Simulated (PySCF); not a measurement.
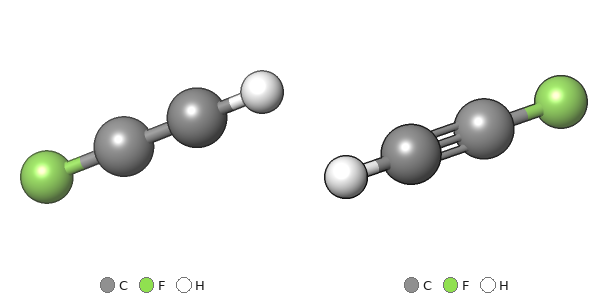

Two views of one molecule.

Computed geometry: PBE0-D3(BJ)/def2-SVP optimisation. No frequency run is at hand to confirm it as a minimum.

> Count the atoms of each element.

C2HF, 4 atoms: 2 carbon, 1 hydrogen and 1 fluorine.

> Name functional groups in it.

Among them: alkyne, C–F bond.

> How many sets of symmetry-equivalent atoms are there?

4: 1 C, 1 C, 1 F, 1 H.

The parts below concern this one geometry. Atoms keep their numbers from picture to picture.

### Geometry

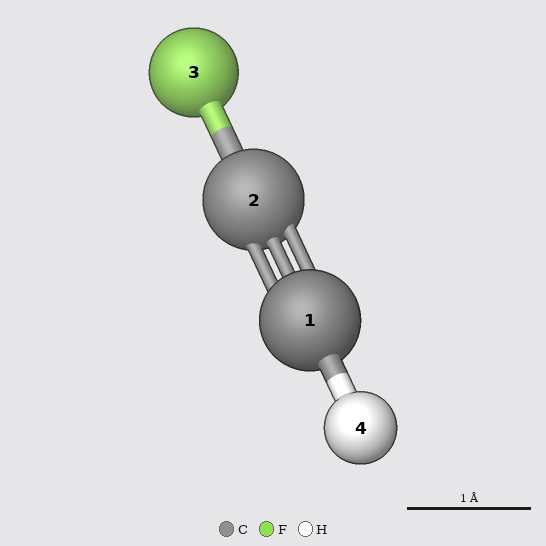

Atoms carry their numbers in the input. No frequency run is at hand to confirm it as a minimum.

List the bonds and their lengths.

| bond | length (Å) | order |
| --- | --- | --- |
| C1–C2 | 1.204 | triple |
| C1–H4 | 1.073 | single |
| C2–F3 | 1.270 | single |

### Spin–spin coupling

No frequency run is at hand to confirm it as a minimum. Level of theory: PBE/pcJ-1 indirect spin-spin coupling, non-relativistic, gas phase (PySCF 2.14.0). Isotopes: 13C, 19F, 1H.

Give the spin–spin coupling constants of these pairs, with the number of bonds between them: C1/C2, C1/H4, C2/F3, C1/F3, C2/H4, F3/H4.

| pair | bonds apart | J (Hz) |
| --- | --- | --- |
| C1, C2 | 1 | 280.4 |
| C1, H4 | 1 | 285.7 |
| C2, F3 | 1 | −415.2 |
| C1, F3 | 2 | 21.2 |
| C2, H4 | 2 | 70.8 |
| F3, H4 | 3 | 21.6 |

Density functionals are unreliable for couplings to fluorine, so those rows may be far off.

### Dipole moment

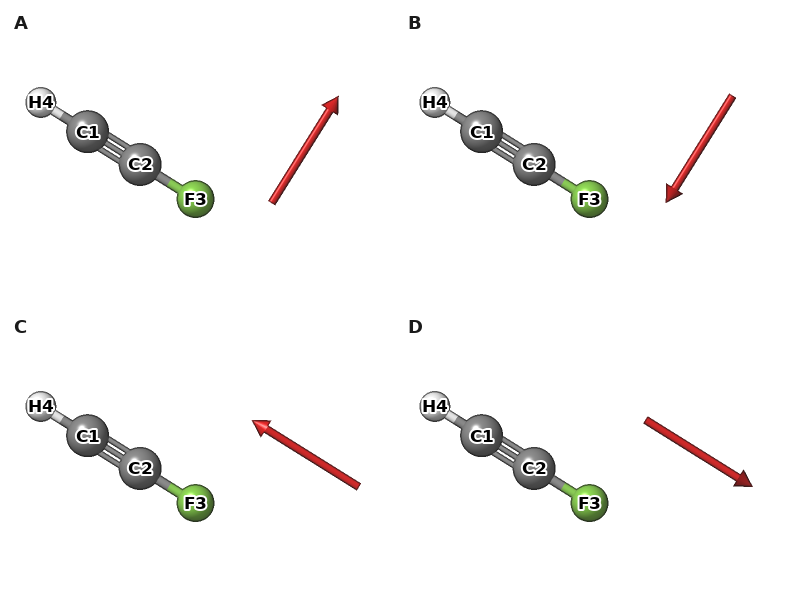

The same molecule four times, each with an arrow. No frequency run is at hand to confirm it as a minimum. Properties computed with PBE0/cc-pVTZ, gas phase (PySCF 2.14.0).

> Which arrow points along the dipole moment, from the negative to the positive end?

C. The dipole moment is 0.52 D; it points from the side of F3 to the side of H4 (the outermost atoms at the two ends).

### Charges

The questions are on IAO charges. No frequency run is at hand to confirm it as a minimum. Method: PBE0/pcSseg-3, gas phase (PySCF 2.14.0).

> Which atom carries the highest charge (most positive or least negative)?

C2 (0.27 e).

> And the lowest?

C1 (−0.32 e).

Give the IAO charges atom by atom.

```tsv
atom	value (e)
C1	−0.32
C2	0.27
F3	−0.16
H4	0.21
```

### NMR shielding

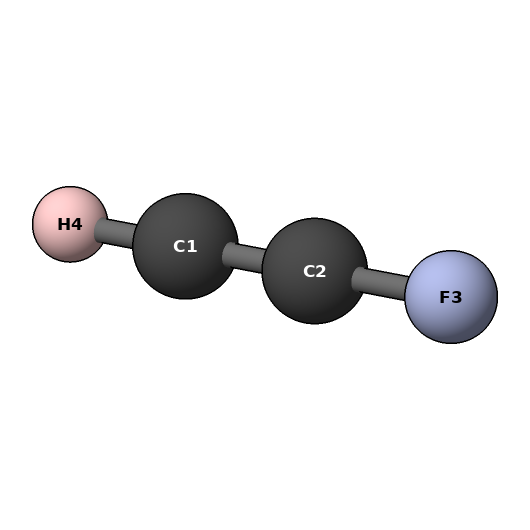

No frequency run is at hand to confirm it as a minimum. Method: GIAO PBE0/pcSseg-0 NMR shielding, non-relativistic, gas phase (PySCF 2.14.0). Principal shieldings σ11 ≤ σ22 ≤ σ33, span Ω = σ33 − σ11, skew κ = 3(σiso − σ22)/Ω.

Give the shielding tensors of the F atoms.

```json
{"atom": "F3", "σ11": "360.0", "σ22": "360.0", "σ33": "489.2", "σiso": "403.1", "Ω": "129.2", "κ": "1.00"}
```

Shieldings and span in ppm.
